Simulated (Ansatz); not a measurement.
# U-revPBE/STO-3G run of SiHF2 (SMILES F[SiH]F)

Aim: the electronic atomisation energy of SiHF2 at U-revPBE/STO-3G, from 4 runs. 

Program for the calculation: Ansatz 0.2.0.

66 further runs of the same task are left out: 9 that didn't finish, 57 set aside as unsound or not needed.

### Step 1. The structure to begin with

The species is SiHF2 (4 atoms), meant as a doublet with charge 0. As SMILES, `F[SiH]F`. The shape is that of a GFN2-xTB optimisation.

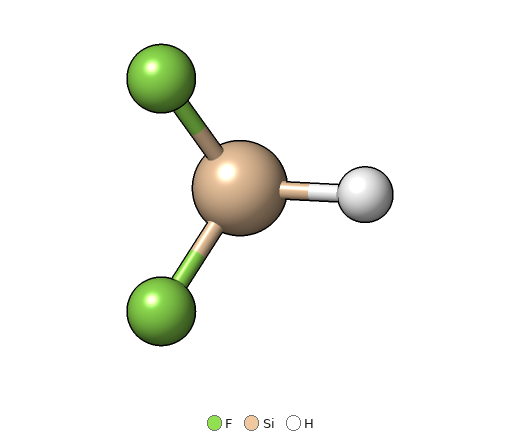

The structure, seen from a chosen angle (fluorine green, silicon light orange, hydrogen white).

### Step 2. The energy at U-revPBE/STO-3G

Input file in.yaml:

```yaml
crystal:
  periodic: [false, false, false]
  atoms:
    - {symbol: F, position_ang: [1.226950, 0.652980, -0.410280]}
    - {symbol: Si, position_ang: [-0.028060, -0.342890, -0.301090]}
    - {symbol: F, position_ang: [-1.234200, 0.716240, -0.252780]}
    - {symbol: H, position_ang: [0.035310, -1.026330, 0.964150]}
basis:
  gaussian:
    orbitals: STO-3G
accuracy: high
magnetization:
  spin_polarized: true
  initial_magnetization: 1
hamiltonian:
  xc: {name: revPBE}
```

Launch:

```
$ ansatz run in.yaml --threads 1 --pin off --max-ram 2610MiB --events-out events.jsonl --progress --plain --runs-dir runs
```

Output:

```text
Warning: RAYON_NUM_THREADS=1 ignored (pool sized by the plan → 1); use --threads N
Functional definition: revPBE
  name "revPBE"
  parameter kappa = 1.245
  parameter beta = 0.06672455060314922
  exchange = pbe_x(kappa = kappa, mu = beta*pi^2/3)
  correlation = pbe_c(beta = beta)
361 factors; integrals over basis functions are off by at most 3.0e-8 eV
mean field evaluation 1: about -13151.8830 eV, gradient 1.3e1 eV
mean field evaluation 2: about -13149.6647 eV, gradient 2.2e1 eV
mean field evaluation 4: about -13153.1074 eV, gradient 3.5e-1 eV
mean field evaluation 8: about -13153.0869 eV, gradient 3.5e-2 eV
mean field evaluation 16: about -13153.0869 eV, gradient 6.2e-8 eV
mean field -13153.08686062 eV, -483.3670266455 hartree, gradient 6.2e-8 eV, S^2 0.750550; 0 other end points of the search recorded, 0 dependent functions left out
reference -13153.08686231 eV, -483.3670267076 hartree; 17, 16 occupied and 3, 4 virtual orbitals, 361 factors
Total energy: -13153.08686231 eV, -483.3670267076 hartree
```

Wall time 1.5 s (1 thread of Intel Xeon 6975P-C (Granite Rapids), shared host); peak memory 0.14 GiB.

### Step 3. The F atom, same level

Input file in.yaml:

```yaml
crystal:
  periodic: [false, false, false]
  atoms:
    - {symbol: F, position_ang: [0.000000, 0.000000, 0.000000]}
basis:
  gaussian: {orbitals: STO-3G}
hamiltonian: {xc: {name: revPBE}}
magnetization: {spin_polarized: true, initial_magnetization: 1}
accuracy: high
```

Run the same way, it converges to -98.24365 Eh (log not shown).

### Step 4. The H atom, same level

Input file run.yaml:

```yaml
crystal:
  periodic: [false, false, false]
  atoms:
    - {symbol: H, position_ang: [0.000000, 0.000000, 0.000000]}
basis:
  gaussian:
    orbitals: STO-3G
accuracy: high
magnetization:
  spin_polarized: true
  initial_magnetization: 1
hamiltonian:
  xc: {name: revPBE}
```

Launch:

```
$ ansatz run run.yaml --threads 1 --pin off --max-ram 2610MiB --events-out events.jsonl --progress --plain --runs-dir runs
```

Output (excerpt; [...] marks lines left out):

```text
Warning: RAYON_NUM_THREADS=1 ignored (pool sized by the plan → 1); use --threads N
[... 6 set-up lines as earlier in the session ...]
1 factors; integrals over basis functions are off by at most 4.6e-10 eV
mean field evaluation 1: about -12.7921 eV, gradient 0.0e0 eV
mean field evaluation 2: about -12.7921 eV, gradient 0.0e0 eV
mean field -12.79208501 eV, -0.4701004535 hartree, gradient 0.0e0 eV, S^2 0.750000; 0 other end points of the search recorded, 0 dependent functions left out
reference -12.79208638 eV, -0.4701005037 hartree; 1, 0 occupied and 0, 1 virtual orbitals, 1 factors
Total energy: -12.79208638 eV, -0.4701005037 hartree
```

It took 0.08 s on 1 thread of Intel Xeon 6975P-C (Granite Rapids), shared host.

### Step 5. The Si atom, same level

Input file in.yaml:

```yaml
crystal:
  periodic: [false, false, false]
  atoms:
    - {symbol: Si, position_ang: [0.000000, 0.000000, 0.000000]}
basis:
  gaussian:
    orbitals: STO-3G
magnetization:
  spin_polarized: true
  initial_magnetization: 2
hamiltonian:
  xc: {name: revPBE}
accuracy: high
```

Run the same way, it converges to -285.87250 Eh (log not shown).

### Step 6. Results

Level: U-revPBE/STO-3G.

| quantity | value |
| --- | --- |
| molecule: total energy | -483.36703 Eh |
| molecule: ⟨S²⟩ | 0.751 |
| F atom: total energy | -98.24365 Eh |
| F atom: ⟨S²⟩ | 0.750 |
| H atom: total energy | -0.47010 Eh |
| H atom: ⟨S²⟩ | 0.750 |
| Si atom: total energy | -285.87250 Eh |
| Si atom: ⟨S²⟩ | 2.000 |
| electronic atomisation energy | 14.616 eV |

What this shows: Taking the molecule apart into free atoms costs 14.62 eV (337 kcal/mol), before zero-point energy and without spin-orbit coupling. In a minimal basis such a difference can be off by several eV, whatever the method.
